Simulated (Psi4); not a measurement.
# MN15/def2-SV(P) (sweep point 1) run of SiH2O2 (SMILES O[Si]O)

Aim: the energy change on altering one bond length of SiH2O2 at MN15/def2-SV(P) (sweep point 1), from 2 runs. 

The calculation is run with Psi4 1.11.

## 1. The structure to begin with

The species is SiH2O2 (5 atoms), meant as a singlet with charge 0. SMILES: `O[Si]O`. Geometry: relaxed at PBE0-D4/def2-TZVP. This is one conformer, not always the lowest.

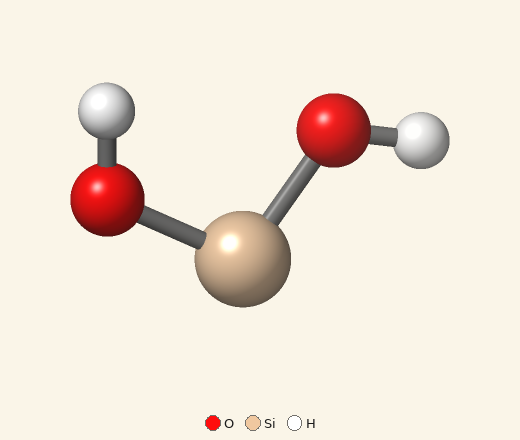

The structure, seen from a chosen angle (oxygen red, silicon light orange, hydrogen white).

## 2. A single-point energy at MN15/def2-SV(P) (sweep point 1)

Contents of input.inp:

```
memory 1600 MB

molecule {
  0 1
  O     -2.72725274    -0.19955508    -0.51967468
  Si    -0.40062194    -1.49534028     1.07279752
  O      1.95775627     0.35432365     0.12963521
  H     -2.32795361     1.22624328    -1.58000001
  H      3.59255834    -0.02475541     0.81900730
  units au
  symmetry c1
}

set globals {
  puream               true
  scf_type             pk
  dft_radial_points    99
  dft_spherical_points 590
}

energy('mn15/def2-SV(P)')
print_variables()
```

Launch:

```bash
$ psi4 input.inp input.out -n 1
```

input.out:

```text
[...]
  Running in c1 symmetry.
[...]
  Nuclear repulsion =  103.646253707904961
[...]
  Multiplicity = 1
[...]
  Nalpha       = 16
  Nbeta        = 16
[...]
    Number of basis functions: 50
[...]
   @RKS iter   1:  -440.40429043079740   -3.31242e-01   1.70412e-02 DIIS/ADIIS
[...]
   @RKS iter   8:  -440.67796877554122   -2.32331e-08   5.00515e-07 DIIS
[...]
    Orbital Energies [Eh]
    ---------------------
    Doubly Occupied:
       1A    -65.270950     2A    -18.818913     3A    -18.812960
       4A     -5.177547     5A     -3.704459     6A     -3.700920
       7A     -3.695492     8A     -1.049761     9A     -1.019918
      10A     -0.606248    11A     -0.566266    12A     -0.442092
      13A     -0.418706    14A     -0.405820    15A     -0.372842
      16A     -0.272355
[...]
  @RKS Final Energy:  -440.67796877554122
   => Energetics <=
    Nuclear Repulsion Energy =            103.6462537079049611
    One-Electron Energy =                -815.8269406383212754
    Two-Electron Energy =                 293.5772141521546246
    DFT Exchange-Correlation Energy =     -22.0744959972795449
    Empirical Dispersion Energy =           0.0000000000000000
    VV10 Nonlocal Energy =                  0.0000000000000000
    Total Energy =                       -440.6779687755412169
[...]
 Multipole Moments:
 ------------------------------------------------------------------------------------
     Multipole            Electronic (a.u.)      Nuclear  (a.u.)        Total (a.u.)
 ------------------------------------------------------------------------------------
 L = 1.  Multiply by 2.5417464519 to convert [e a0] to [Debye]
 Dipole X            :         -0.2605071            0.9827718            0.7222647
 Dipole Y            :         -0.8711896            1.2000747            0.3288852
 Dipole Z            :          0.6434105           -0.7406014           -0.0971909
 Magnitude           :                                                    0.7995485
[...]
```

Run time: 16 s. Hardware: 1 thread of Intel Xeon Platinum 8488C (Sapphire Rapids), shared host; peak memory 1.1 GiB.

## 3. The distorted shape

Contents of calc.inp:

```
memory 1600 mb

molecule m {
  0 1
  O     -4.61394775    -1.67928055     0.23485327
  Si    -2.28731694    -2.97506576     1.82732548
  O      1.95775627     0.35432365     0.12963521
  H     -4.21464862    -0.25348219    -0.82547206
  H      3.59255834    -0.02475541     0.81900730
  units bohr
  symmetry c1
}

set basis def2-SV(P)
set puream true
set scf_type pk
set dft_radial_points 99
set dft_spherical_points 590

E = energy("mn15")
```

Launch:

```bash
$ psi4 -i calc.inp -o calc.out -n 1
```

calc.out:

```text
[...]
  Running in c1 symmetry.
[...]
  Nuclear repulsion =   81.744639899192151
[...]
  Multiplicity = 1
[...]
  Nalpha       = 16
  Nbeta        = 16
[...]
    Number of basis functions: 50
[...]
   @RKS iter   1:  -440.05185591308890   -4.72723e-01   2.01596e-02 ADIIS/DIIS
[...]
   @RKS iter  12:  -440.50484065156564   -5.43031e-09   2.29586e-07 DIIS
[...]
    Orbital Energies [Eh]
    ---------------------
    Doubly Occupied:
       1A    -65.352436     2A    -18.881156     3A    -18.705801
       4A     -5.257503     5A     -3.783523     6A     -3.780747
       7A     -3.775419     8A     -1.095190     9A     -0.864468
      10A     -0.650241    11A     -0.499049    12A     -0.456030
      13A     -0.394255    14A     -0.368666    15A     -0.232705
      16A     -0.227387
[...]
  @RKS Final Energy:  -440.50484065156564
   => Energetics <=
    Nuclear Repulsion Energy =             81.7446398991921512
    One-Electron Energy =                -771.7726861118916304
    Two-Electron Energy =                 271.5038432216733781
    DFT Exchange-Correlation Energy =     -21.9806376605395499
    Empirical Dispersion Energy =           0.0000000000000000
    VV10 Nonlocal Energy =                  0.0000000000000000
    Total Energy =                       -440.5048406515656438
[...]
 Multipole Moments:
 ------------------------------------------------------------------------------------
     Multipole            Electronic (a.u.)      Nuclear  (a.u.)        Total (a.u.)
 ------------------------------------------------------------------------------------
 L = 1.  Multiply by 2.5417464519 to convert [e a0] to [Debye]
 Dipole X            :         -2.4956176            1.4014321           -1.0941855
 Dipole Y            :         -2.4078201            1.5284279           -0.8793922
 Dipole Z            :          1.3623450           -0.9080323            0.4543127
 Magnitude           :                                                    1.4754567
[...]
```

Wall time 19 s (1 thread of Intel Xeon Platinum 8488C (Sapphire Rapids), shared host); peak memory 0.99 GiB.

## 4. Summary of results

Level: MN15/def2-SV(P) (sweep point 1).

```
                                                          quantity          value
                                         first shape: total energy  -440.67797 Eh
                                        first shape: dipole moment         2.03 D
                                          first shape: HOMO energy       -7.41 eV
                                          first shape: LUMO energy       -0.24 eV
                                        first shape: HOMO–LUMO gap        7.17 eV
                                     distorted shape: total energy  -440.50484 Eh
                                    distorted shape: dipole moment         3.75 D
                                      distorted shape: HOMO energy       -6.19 eV
                                      distorted shape: LUMO energy       -2.35 eV
                                    distorted shape: HOMO–LUMO gap        3.83 eV
energy change with the Si2–O3 bond stretched from 1.663 to 2.993 Å       4.711 eV
```

**Reading.** One bond (distorted shape) is far stretched, which a spin-restricted single reference describes badly; a broken-symmetry solution may lie lower. With the Si2–O3 bond stretched from 1.663 to 2.993 Å the energy rises by 4.71 eV (455 kJ/mol). The first shape isn't relaxed at this level, so the change isn't measured from a minimum. A restricted reference can't describe the breaking bond well at this length.
